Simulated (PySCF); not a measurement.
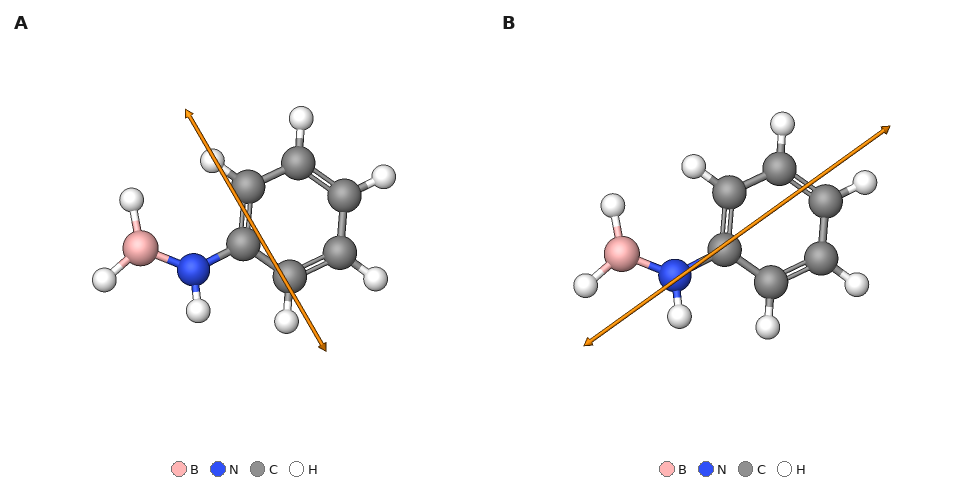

The double arrows show the directions of two transition dipoles from the ground state (lengths mean nothing). The geometry was computed by an optimisation with PBE0-D3(BJ)/def2-SVP. No frequency run is at hand to confirm it as a minimum. Level of theory: TDDFT ωB97X-D/def2-SVPD, vertical, IEF-PCM acetonitrile (non-equilibrium linear response), core orbitals frozen in the response (PySCF 2.14.0).

One belongs to singlet state 1 and one to singlet state 3. Which is which?

A: state 3, 6.45 eV (192 nm), oscillator strength 0.29, of mixed character, with the largest part HOMO−1 → LUMO (weight 0.46).
B: state 1, 5.06 eV (245 nm), oscillator strength 0.11, of mixed character, with the largest part HOMO → LUMO (weight 0.50).
